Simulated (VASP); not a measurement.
Band structure of Na (bcc). These are PBE GGA with D3 dispersion (zero damping), VASP's PBE PAW potentials (set 64) (plane waves; VASP) values and carry that method's errors.

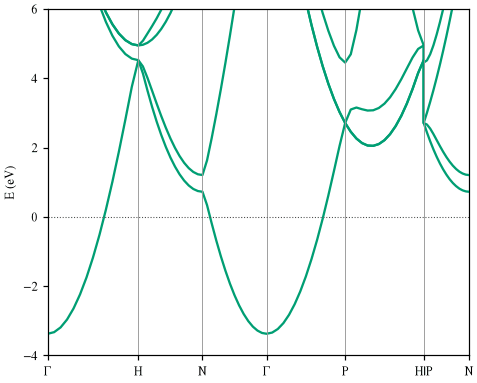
Figure. Bands along high-symmetry lines, zero at the valence-band maximum or, without a gap, the Fermi level

### Question
Read the plot: is there a gap, and where are the band edges?

### Answer
It has no gap at this level: it comes out as a metal or semimetal. (Edges off the drawn lines would not show.)

The compound is Na in the bcc structure. It was relaxed first, which changed the volume by -7 %.
